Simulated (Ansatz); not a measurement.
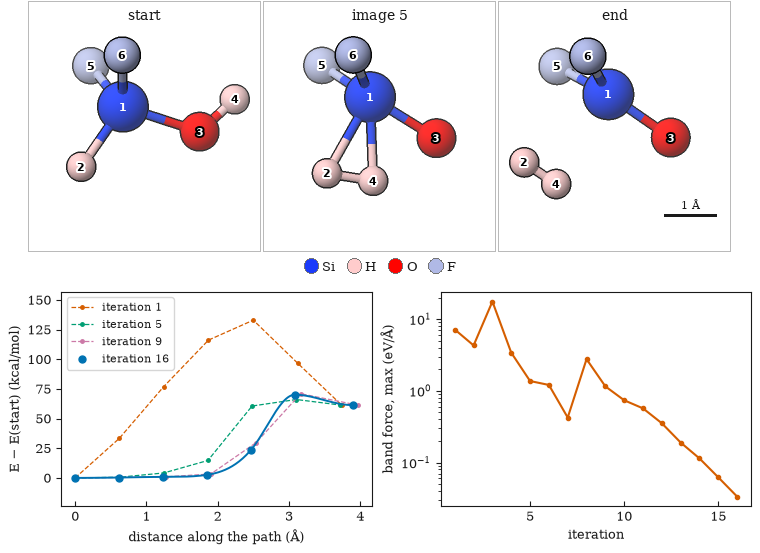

NEB run on SiH₂OF₂. Images are numbered from 0 (start) to 6 (end). The plot follows the band through its iterations. The picture is a ball-and-stick view, seen at a tilt.

Theory: RKS PBE0-D4/def2-SVP in Ansatz. Settings: 5 movable images; climbing image.

Question: How did the profile develop, and is the result final?

Answer: The run is converged, with reservations. The band converged in 16 iterations. The largest component of the band force went from 7.2 to 0.034 eV/Å. The climbing image converged on the top of the path. Its curvatures weren't checked. The largest force component is 0.86 eV/Å at the start and 1.05 eV/Å at the end; an end with forces this large is no minimum, and the barrier measured from it can be far off. The first iteration put the highest image at 133.0 kcal/mol. The energy climbs by 70.1 kcal/mol to image 5 and then falls by 8.7 kcal/mol, so the end point sits at +61.4 kcal/mol.

The run took 110 s on 2 threads of Arm Neoverse V1, on a shared host.
